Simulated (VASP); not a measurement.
Band structure of Si2Ni (space group P6/mmm). Method: PBE GGA, VASP's PBE PAW potentials (set 64) (plane waves; VASP).

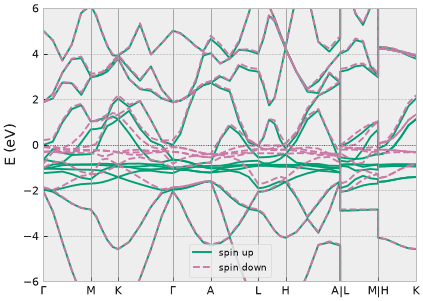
Figure: Bands along high-symmetry lines, zero at the valence-band maximum or, without a gap, the Fermi level

**Question.** Read the plot: is there a gap, and where are the band edges?

**Answer.** It has no gap at this level: it comes out as a metal or semimetal.

The structure was generated: Si2Ni was put into an ordered model structure, which need not be its known phase. The cell was not relaxed at this level. The k-mesh is coarse (spacing up to 0.34 per Å, 2π included), so the numbers may not be converged in it.
